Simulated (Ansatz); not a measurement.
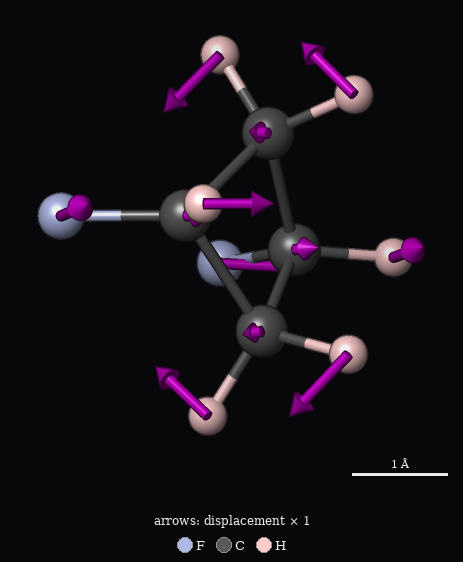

A relaxation of C4H6F2 (coarse preliminary run). The starting structure is drawn; purple arrows show the displacements, at their true length. The two geometries are superimposed by the best rigid fit.

Style: ball-and-stick. Shown from a free direction.

The start comes from a force field.

Computed with RKS PBE-D4/def2-SVP in Ansatz.

The input:
```yaml
crystal:
  periodic: [false, false, false]
  atoms:
    - {symbol: F, position_ang: [-1.607900, 0.821600, 1.110200]}
    - {symbol: C, position_ang: [-1.015800, 0.444600, -0.029600]}
    - {symbol: C, position_ang: [0.448200, 0.922400, -0.266400]}
    - {symbol: C, position_ang: [0.953700, -0.376300, 0.306100]}
    - {symbol: F, position_ang: [1.249000, -0.394100, 1.608500]}
    - {symbol: C, position_ang: [-0.435500, -0.982700, -0.080900]}
    - {symbol: H, position_ang: [-1.655900, 0.649800, -0.876900]}
    - {symbol: H, position_ang: [0.662300, 1.125900, -1.309400]}
    - {symbol: H, position_ang: [0.707000, 1.825500, 0.296300]}
    - {symbol: H, position_ang: [1.797400, -0.870300, -0.306400]}
    - {symbol: H, position_ang: [-0.429000, -1.426900, -1.131900]}
    - {symbol: H, position_ang: [-0.855500, -1.684800, 0.619800]}
basis:
  gaussian: {orbitals: def2-SVP}
hamiltonian: {xc: pbe, dispersion: d4}
relax: {f_tol: 0.03, max_steps: 200}
```

**Describe the change and its energy.**

The energy falls by 12.9 kcal/mol in 12 accepted moves (13 points after the start). Largest force component: 3.3 eV/Å at the start, 0.024 eV/Å at the end. The line search rejected the trial step at point 11 of the run. H11 moves most after the best rigid fit: 0.95 Å. By element the largest moves are H 0.95 Å, F 0.92 Å, C 0.32 Å. Among the contacts that change: C4–F5 1.336 → 1.380 Å, C4–H10 1.154 → 1.112 Å, C3–C4 1.507 → 1.543 Å, C6–H11 1.141 → 1.107 Å. Among the angles between lasting bonds that change: C4–C6–H11 111.9° → 119.7°, C2–C6–H12 115.8° → 108.9°, C2–C6–H11 113.2° → 119.8°. Groups turn about C4–C6 by about 50°, C2–C6 by about 45°, C3–C4 by about 45°. The run took about 60 core-seconds on a shared host.
